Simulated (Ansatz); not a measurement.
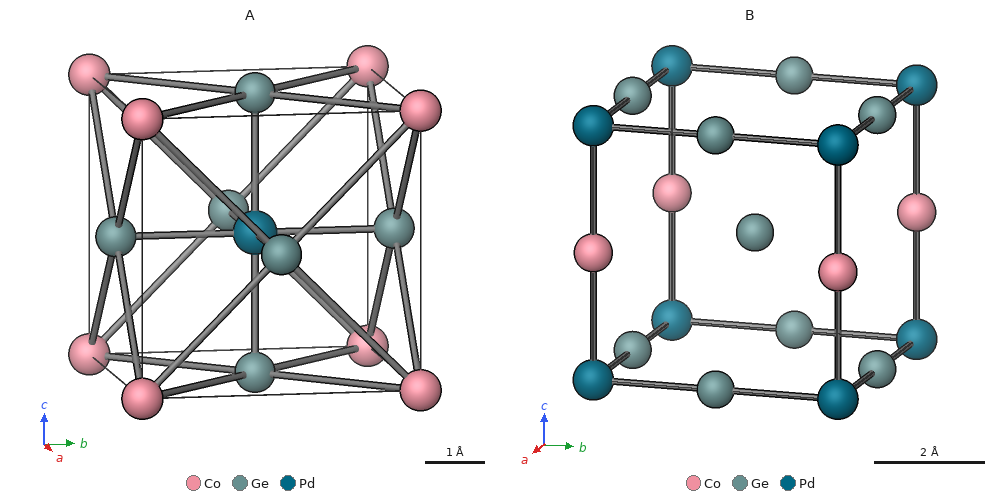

Two structures of CoGe₃Pd, each relaxed to rest (conventional cells in solid outline, small ones repeated, not to one scale). Method: DFT PBE, scalar-relativistic, plane waves, PAW in Ansatz 0.2.0, with collinear spins.

**Describe A and B.**

A: 5 atoms a cell on a primitive cubic lattice, Pm-3m. B: 5 atoms a cell on a primitive tetragonal lattice, P4/mmm.

**Which has the lower energy, and by how much?**

B is lower, by 118 meV/atom at this level of theory (energies at zero smearing). Volumes: A 22.4, B 21.3 Å³/atom.

One or both may be structure types tried for this composition rather than known phases.
